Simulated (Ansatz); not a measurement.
Input

```
crystal:
  periodic: [false, false, false]
  atoms:
    - {symbol: F, position_ang: [1.409624, 1.154902, 2.864486]}
    - {symbol: N, position_ang: [-0.687732, 1.055144, 1.097342]}
    - {symbol: Si, position_ang: [0.843325, 1.706975, 1.438066]}
    - {symbol: Sn, position_ang: [-2.366851, 0.270419, 0.839296]}
    - {symbol: H, position_ang: [0.794564, 3.194056, 1.561585]}
    - {symbol: H, position_ang: [1.852750, 1.309674, 0.412263]}
basis:
  gaussian:
    orbitals: def2-TZVPD
hamiltonian:
  xc: {name: PBE0}
output:
  forces: true
  orbitals: {seedname: orbitals}
```

Run with:

```sh
ansatz run input.yaml --threads 2 --pin off --max-ram 4350MiB --events-out events.jsonl --progress --plain --runs-dir runs
```

Geometry: PBE0-D3(BJ)/def2-SVP; core potentials replace the inner electrons of Sn.

The calculation used isolated molecule in a Gaussian basis; Kohn-Sham density functional theory, functional PBE0 in Ansatz 0.2.0.

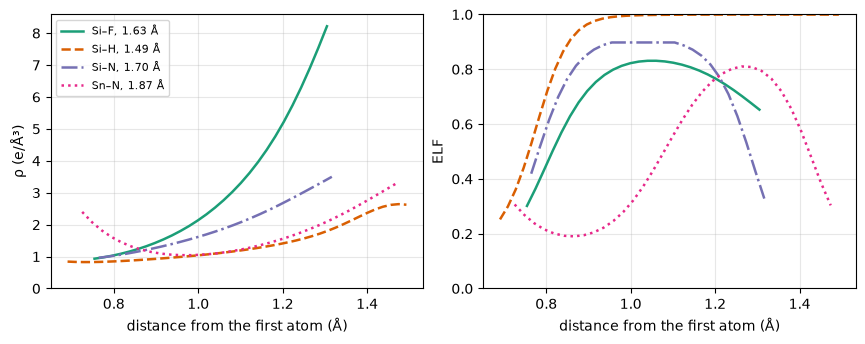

FH$_{2}$NSiSn (SMILES F[SiH2][N]=[Sn]). Electron density and electron localisation function along straight lines between neighbouring atoms. The curves leave out the atomic cores.

Question: What can be read from the curves?

Answer: Si–F (1.63 Å): ρ at the midpoint is about 1.1 e/Å³; the ELF peaks at about 0.85 in the valence shell of F, 0.6 Å from its nucleus, and is about 0.50 at the midpoint.
Si–H (1.49 Å): the density is about 0.83 e/Å³ at the midpoint; the ELF climbs to about 1 towards the hydrogen, as it does in any bond to H.
Si–N (1.70 Å): the density is about 1.1 e/Å³ at the midpoint; the ELF peaks at about 0.90 between the atoms: a shared but strongly polarised pair.
Sn–N (1.87 Å): ρ at the midpoint is about 1.1 e/Å³; the ELF peaks at about 0.80 in the valence shell of N, 0.6 Å from its nucleus, and drops to about 0.20 between the two atoms.
